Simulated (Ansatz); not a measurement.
The calculation's input:

```
crystal:
  lattice:
    - [3.4991214164, -3.4996477924, 0.0]
    - [3.4991214164, 3.4996477924, 0.0]
    - [0.0, 0.0, 4.8900700712]
  atoms:
    - { symbol: Ga, position: [0.0, 0.0, 0.0] }
    - { symbol: S, position: [0.0, 0.5, 0.5] }
    - { symbol: S, position: [0.5, 0.0, 0.5] }
    - { symbol: S, position: [0.0, 0.5, 0.0] }
    - { symbol: S, position: [0.5, 0.0, 0.0] }
    - { symbol: S, position: [0.0, 0.0, 0.5] }
basis:
  ecutwfc: 420
kpoints:
  mp_grid: { grid: [6, 6, 6] }
hamiltonian:
  xc: pbe
scf:
  occupations: { method: gaussian, width: 0.1 }
output:
  forces: true
  stress: true
  eigenvalues: true
  write_density: true
  write_potential: true
  elf: true
  volumetric_format: npy
relax:
  adjacent_minimum: "off"
  f_tol: 0.01
  max_steps: 80
  cell: { stress_tol: 0.05 }
```

Run with:

```sh
ansatz run input.yaml --threads 1 --pin off --max-ram 2560MiB --backend cpu --events-out ev --progress --plain --runs-dir out
```

Below, planes, directions and counts refer to the conventional cell (a = 4.96 Å, b = 4.96 Å, c = 4.88 Å, α = 90.00°, β = 90.00°, γ = 90.00°).

The fields are those of the relaxed geometry.

Space group P4/mmm; a generated structure, not necessarily the stable one; computed without spin polarisation.

The calculation used DFT PBE, scalar-relativistic, plane waves, PAW in Ansatz 0.2.0.

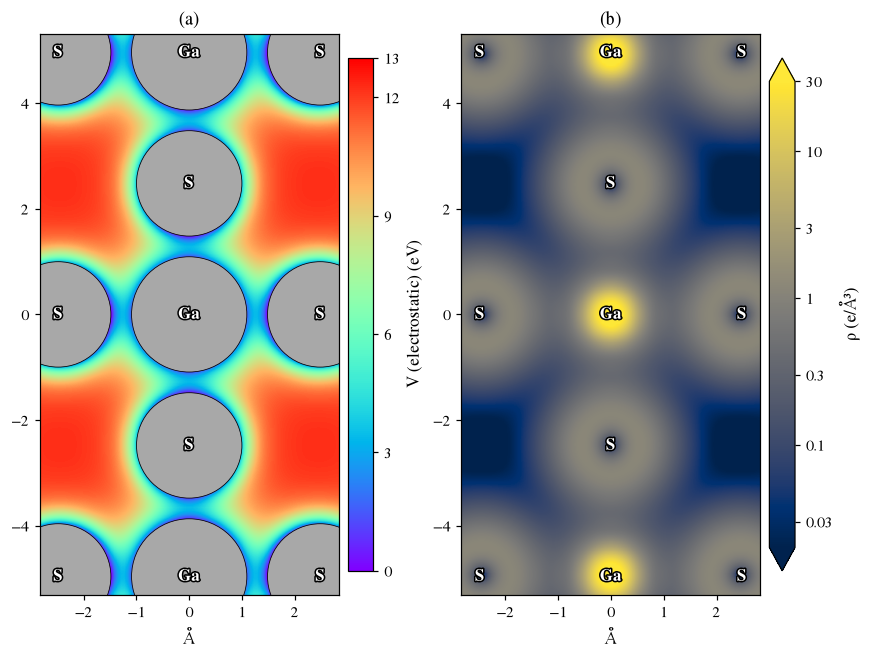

GaS$_{5}$. (a) electrostatic potential (local pseudopotential plus Hartree) felt by an electron; (b) valence pseudo-density on the (001) plane of the conventional cell. Grey discs cover the atomic cores in the potential map.

The density is the valence pseudo-density of a PAW calculation; it isn't the true density close to the nuclei.

Q: What does the map show?

A: The section cuts through Ga and S sites. Ga–S (2.48 Å): ρ is about 0.4 e/Å³ halfway. Between the atoms the lowest density in this plane is 0.009 e/Å³. Outside the cores the potential energy rises away from the atoms and is highest about 2.4 Å from the nearest atoms; its zero is arbitrary.
